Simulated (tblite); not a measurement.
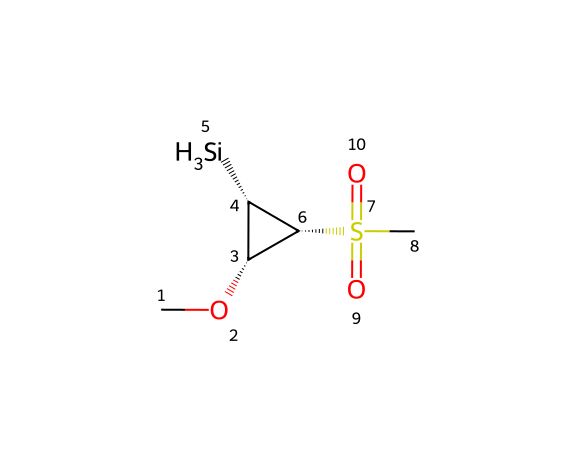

Skeletal drawing with numbered atoms; wedges and dashes mark any stereocentres. The configuration is that of a computed structure (GFN2-xTB).

What are the Cahn–Ingold–Prelog descriptors?

C3: R; C4: S; C6: R.
